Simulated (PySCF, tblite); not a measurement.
# C₅H₅FN radical: geometry, infrared bands and EPR parameters

Wanted: the infrared bands and EPR parameters of C₅H₅FN radical (`[H]/[C]=C(F)/N=C/C=C`), by calculation.

Programs: tblite 0.8.0 and PySCF 2.14.0, with density-fitted response routines of our own. Each step states its level of theory. These are calculated values for one molecule in the gas phase, unless marked as measured. Atoms are numbered from 0 throughout.

## Step 1: The starting structure

12 atoms, charge 0, multiplicity 2; geometry from: force field or distance geometry start.

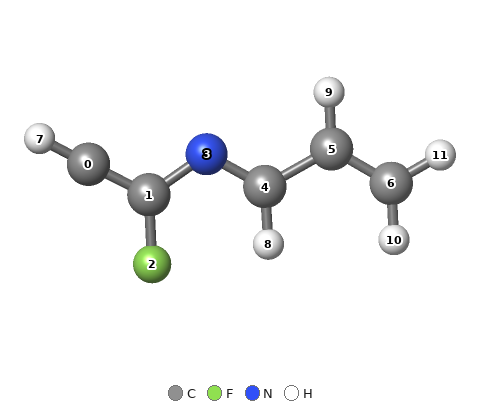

The starting geometry (carbon grey, fluorine green, nitrogen blue, hydrogen white), atoms numbered.

## Step 2: Geometry optimisation with GFN2-xTB

Job settings and geometry (Å):

```
{"job": {"kind": "relax", "xc": "GFN2-xTB", "basis": "xTB"}, "charge": 0, "multiplicity": 2}
C      2.978400     1.175000     0.263200
C      1.949700     0.619900    -0.319400
F      2.057500     0.192300    -1.584500
N      0.807600     0.471700     0.400800
C     -0.170600    -0.104600    -0.207300
C     -1.471500    -0.324100     0.456400
C     -2.473800    -0.908200    -0.197100
H      3.803200     1.645700     0.749000
H     -0.100500    -0.454600    -1.261700
H     -1.557900     0.008500     1.491300
H     -2.390500    -1.246700    -1.224200
H     -3.430400    -1.075700     0.304700
```

Launch:

```console
$ OMP_NUM_THREADS=1 python probes_run.py task.json out
```

One launch serves the whole session: the jobs run in the order shown.

What it wrote:

```text
step      E/eV     max force
  0    -563.73855    2.359
  1    -563.85593    0.893
  2    -563.87779    0.717
  3    -563.88710    0.298
  4    -563.89090    0.271
  5    -563.89464    0.214
  6    -563.89921    0.163
  7    -563.90110    0.104
  8    -563.90180    0.072
  9    -563.90211    0.062
 10    -563.90245    0.062
 11    -563.90313    0.072
 12    -563.90384    0.100
 13    -563.90477    0.128
 14    -563.90641    0.162
 15    -563.91031    0.284
 16    -563.91369    0.526
 17    -563.92282    0.385
 18    -563.94092    0.330
 19    -563.94438    0.342
 20    -563.94994    0.180
 21    -563.95456    0.212
 22    -563.95923    0.211
 23    -563.96632    0.132
 24    -563.96851    0.111
 25    -563.97071    0.173
 26    -563.97315    0.171
 27    -563.97602    0.213
 28    -563.97878    0.179
 29    -563.98186    0.178
 30    -563.98532    0.169
 31    -563.98900    0.198
 32    -563.99174    0.189
 33    -563.99374    0.112
 34    -563.99538    0.119
 35    -563.99706    0.120
 36    -563.99878    0.113
 37    -564.00040    0.170
 38    -564.00170    0.083
 39    -564.00276    0.067
 40    -564.00335    0.061
 41    -564.00384    0.067
 42    -564.00428    0.047
 43    -564.00461    0.046
 44    -564.00489    0.042
 45    -564.00515    0.046
 46    -564.00535    0.041
 47    -564.00548    0.027
 48    -564.00557    0.028
 49    -564.00564    0.033
 50    -564.00571    0.029
 51    -564.00577    0.021
 52    -564.00580    0.018
 53    -564.00581    0.013
 54    -564.00582    0.007
```

It took 0.22 s on 1 thread of AMD EPYC 9B14, shared host.

Relaxation path: (not every step is listed)

```
step  energy from step 0 (eV)  largest force (eV/Å)
   0                   0.0000                2.3592
   1                  -0.1174                0.8931
   2                  -0.1392                0.7170
   3                  -0.1486                0.2979
   4                  -0.1523                0.2714
   5                  -0.1561                0.2143
   6                  -0.1607                0.1629
   7                  -0.1626                0.1041
   8                  -0.1632                0.0723
  12                  -0.1653                0.0999
  16                  -0.1751                0.5258
  20                  -0.2114                0.1796
  24                  -0.2300                0.1109
  28                  -0.2402                0.1793
  32                  -0.2532                0.1895
  36                  -0.2602                0.1127
  40                  -0.2648                0.0613
  44                  -0.2663                0.0415
  48                  -0.2670                0.0275
  49                  -0.2671                0.0326
  50                  -0.2672                0.0286
  51                  -0.2672                0.0210
  52                  -0.2672                0.0176
  53                  -0.2673                0.0127
  54                  -0.2673                0.0075
```

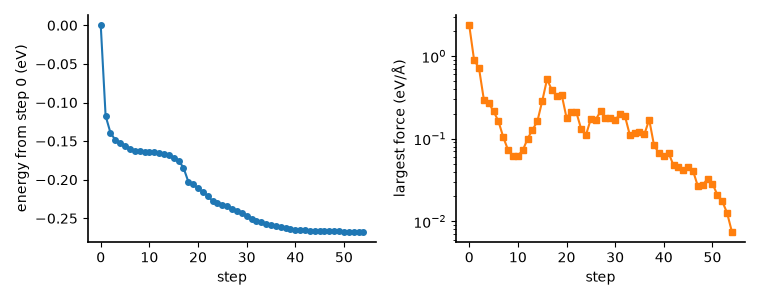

Energy and force, step by step.

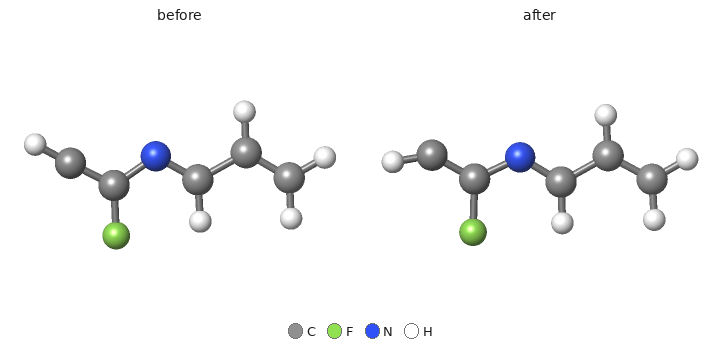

The geometry before (left) and after (right).

Close pairs (by a distance rule), those that changed most:

```
  bond  before (Å)  after (Å)  change (Å)
 C1–F2       1.340      1.418      +0.079
 C4–C5       1.477      1.439      -0.038
 C4–H8       1.113      1.095      -0.018
C6–H11       1.093      1.076      -0.017
 C1–N3       1.358      1.344      -0.014
 N3–C4       1.288      1.277      -0.011
 C5–H9       1.090      1.081      -0.010
C6–H10       1.085      1.078      -0.006
```

The end geometry stands in the next job.

## Step 3: Infrared spectrum with GFN2-xTB

Job settings and geometry (Å):

```
{"job": {"kind": "ir", "xc": "GFN2-xTB", "basis": "xTB"}, "charge": 0, "multiplicity": 2}
C      2.944135     1.253852     0.497819
C      1.950005     0.682655    -0.122998
F      2.160308     0.273686    -1.464877
N      0.737040     0.445239     0.405201
C     -0.211853    -0.123178    -0.233199
C     -1.478529    -0.342956     0.412735
C     -2.506139    -0.925546    -0.201806
H      3.950392     1.551387     0.343543
H     -0.114494    -0.463245    -1.269285
H     -1.546418    -0.005377     1.436908
H     -2.434126    -1.260594    -1.224212
H     -3.449122    -1.086608     0.291308
```

What it wrote:

```text
mode    cm-1     km/mol
  1      78.3      5.49
  2     127.0      2.01
  3     135.1      3.30
  4     212.1      4.83
  5     310.7      9.24
  6     318.2     11.44
  7     472.4      5.67
  8     518.1     58.07
  9     571.3     14.99
 10     592.9      6.43
 11     668.3      3.75
 12     684.0     68.42
 13     691.9     91.50
 14     890.6      4.58
 15     917.4      6.41
 16     942.9     24.57
 17    1015.3     26.77
 18    1103.8    113.96
 19    1185.9      5.50
 20    1251.7      4.38
 21    1324.5      3.44
 22    1408.5      2.37
 23    1615.6     81.34
 24    1654.9      5.98
 25    1680.1     11.97
 26    2907.4     48.61
 27    3086.3      7.35
 28    3099.3     15.76
 29    3136.0     24.41
 30    3251.3      8.04
```

Run time: 0.23 s. Hardware: 1 thread of AMD EPYC 9B14, shared host.

Which atoms move in the most intense modes:

```
cm⁻¹  km/mol                               atoms
 518    58.1                    C1 53 %, C0 13 %
 684    68.4  F2 34 %, C0 25 %, C1 22 %, H7 16 %
 692    91.5  H7 29 %, C1 26 %, C0 16 %, N3 12 %
 943    24.6         H11 33 %, H10 22 %, C6 16 %
1015    26.8                   H9 56 %, H10 33 %
1104   114.0           N3 41 %, C1 30 %, C0 12 %
1616    81.3  C4 32 %, N3 28 %, C1 13 %, C5 11 %
2907    48.6                             H8 93 %
```

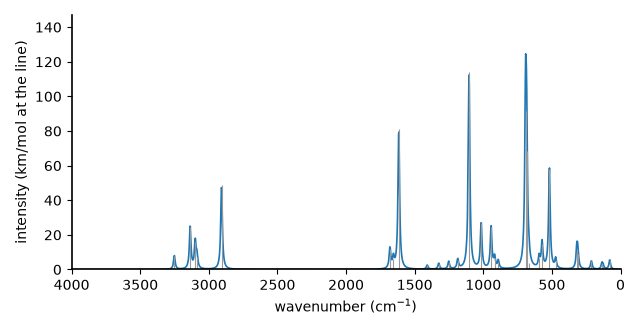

The infrared spectrum from these modes, unscaled. Lines are broadened to a width of 14 cm⁻¹ (Lorentzian).

## Step 4: EPR parameters: B3LYP/pcH-1

The job, as its differences from that of step 3:

```diff
@@ -1,2 +1,2 @@
-{"job": {"kind": "ir", "xc": "GFN2-xTB", "basis": "xTB"}, "charge": 0, "multiplicity": 2}
+{"job": {"kind": "epr", "basis": "pcH-1"}, "charge": 0, "multiplicity": 2}
 C      2.944135     1.253852     0.497819
```

With the program's defaults for keys left out, this is: UKS B3LYP, pcH-1 on C F H N, non-relativistic, mean-field spin-orbit, GIAO.

What it wrote:

```text
UKS, coarse grid
  cycle   1  E = -347.94529119  |g| = 4.10e-01
  cycle   2  E = -347.89287028  |g| = 6.05e-01
  cycle   3  E = -348.00680926  |g| = 7.22e-02
  cycle   4  E = -348.00826288  |g| = 4.41e-02
  cycle   5  E = -348.00898387  |g| = 1.75e-02
  cycle   6  E = -348.00914628  |g| = 5.80e-03
  cycle   7  E = -348.00918932  |g| = 3.14e-03
  cycle   8  E = -348.00921579  |g| = 1.81e-03
  cycle   9  E = -348.00923156  |g| = 1.19e-03
  cycle  10  E = -348.00923571  |g| = 8.39e-04
UKS, final grid
  cycle   1  E = -348.00924154  |g| = 1.29e-03
  cycle   2  E = -348.00924005  |g| = 2.33e-03
  cycle   3  E = -348.00924303  |g| = 2.70e-04
  cycle   4  E = -348.00924325  |g| = 2.45e-04
  cycle   5  E = -348.00924358  |g| = 1.61e-04
  cycle   6  E = -348.00924362  |g| = 3.55e-05
  cycle   7  E = -348.00924362  |g| = 2.02e-05
E = -348.00924362 Eh   <S^2> = 0.7691 (exact 0.7500)
g shifts (ppm)      1          2          3
  rmc          -172       -172       -172
  gc             35         23         16
  oz_so       -1199        185        528
  total       -1335         36        372
hyperfine (MHz)  atom isotope    a_iso     a_fc   dipolar eigenvalues
    0   13C     332.47     332.47    -88.11    -56.70    144.81
    1   13C      12.47      12.47    -21.89      4.40     17.49
    2   19F     199.88     199.88   -155.41   -115.98    271.39
    3   14N      21.24      21.24     -2.49      0.38      2.11
    4   13C       3.43       3.43    -11.15      3.89      7.26
    5   13C       3.65       3.65     -1.53     -1.23      2.76
    6   13C      -3.60      -3.60     -6.75      3.18      3.58
    7    1H       7.29       7.29    -34.30     -9.56     43.86
    8    1H       4.88       4.88     -2.37     -1.50      3.87
    9    1H      -1.30      -1.30     -0.60     -0.58      1.18
   10    1H       2.74       2.74     -1.72     -0.25      1.96
   11    1H       2.96       2.96     -1.40     -0.25      1.66
```

Run time: 30 s. Hardware: 1 thread of AMD EPYC 9B14, shared host; peak memory 0.78 GiB.

Principal g values 2.00098, 2.00236, 2.00269; g(iso) = 2.00201, against 2.00232 for a free electron.

Hyperfine couplings, nucleus by nucleus at this fixed geometry (no averaging over rotations):

```
nuclei  isotope  a(iso) (MHz)  a(iso) (G, at g = 2.0023)  largest dipolar term (MHz)
    C0      13C         332.5                      118.6                       144.8
    F2      19F         199.9                       71.3                       271.4
    N3      14N          21.2                        7.6                        -2.5
    C1      13C          12.5                        4.4                       -21.9
    H7       1H           7.3                        2.6                        43.9
    H8       1H           4.9                        1.7                         3.9
    C5      13C           3.7                        1.3                         2.8
    C6      13C          -3.6                       -1.3                        -6.8
    C4      13C           3.4                        1.2                       -11.1
   H11       1H           3.0                        1.1                         1.7
   H10       1H           2.7                        1.0                         2.0
    H9       1H          -1.3                       -0.5                         1.2
```

Mulliken spin populations:

```
atom  value (e)
  C0       1.10
  C1      -0.13
  F2       0.05
  N3       0.06
  C4      -0.06
  C5       0.03
  C6      -0.04
  H7      -0.01
  H8       0.01
  H9       0.00
 H10       0.00
 H11       0.00
```

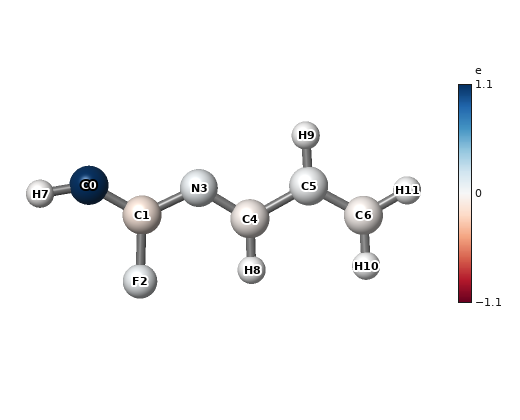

Mulliken spin populations, as colours on the atoms.

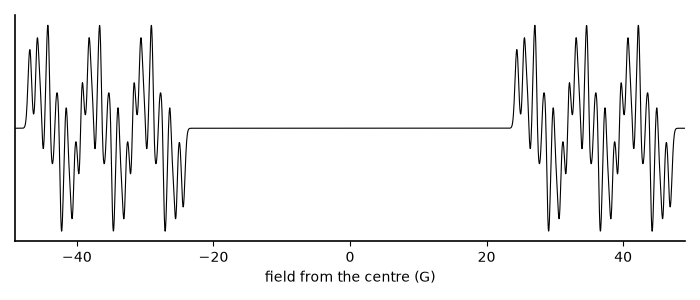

First-order isotropic spectrum (first derivative, main isotopes with spin only, couplings over 0.8 MHz, Gaussian width 0.3 G; couplings of the frozen geometry, rotation of groups not averaged beyond the rows shown).

The fields below are evaluated on a grid from the run's orbitals.

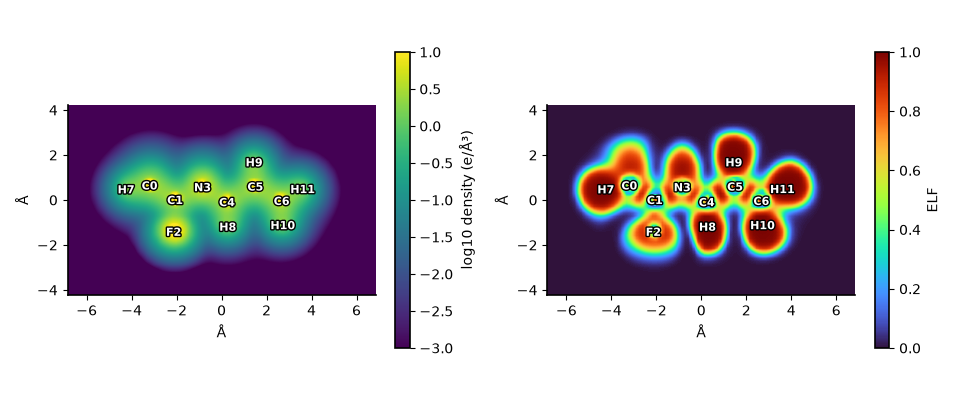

Density (left) and ELF (right) in a plane through or near 12 of the atoms.

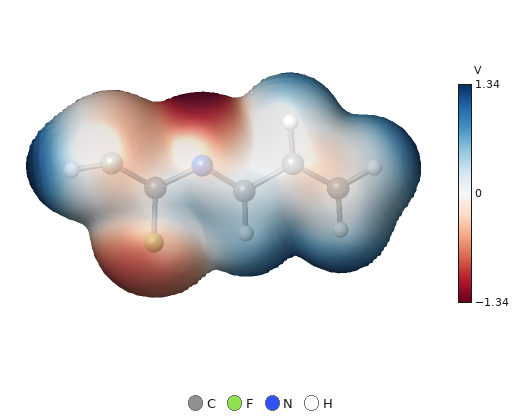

The potential that a unit positive charge feels on the 0.002 e/bohr³ surface, from -1.34 V near N3 to 1.32 V near H7.

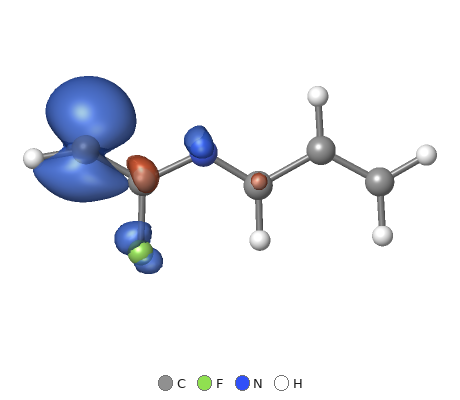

Spin density at ±0.05 e/Å³ (alpha excess blue, beta excess red).

## Step 5: Results

| quantity | value |
| --- | --- |
| strongest single infrared mode (GFN2-xTB) | 1104 cm⁻¹, 114 km/mol |
| zero-point energy (GFN2-xTB) | 51.3 kcal/mol |
| g(iso) (B3LYP) | 2.00201 |
| ⟨S²⟩ | 0.769 (exact 0.75) |
| largest a(iso) | 13C on C0, 332.5 MHz |
| surface potential, least and greatest | -1.34 V and 1.32 V |

What this shows: The optimisation took 54 steps and gained 0.267 eV; among the close pairs (by a distance rule), C1–F2 changed most, from 1.340 to 1.418 Å. No mode is imaginary among the 30: a minimum at this level. The strongest single mode, at 1104 cm⁻¹, moves mainly N3 and C1. Unscaled tight-binding wavenumbers are off by several per cent, some by more. Its intensities can rank the bands wrongly. C0 carries the largest spin population, 1.10 e. The isotropic g lies 0.3 ppt below the free-electron value.
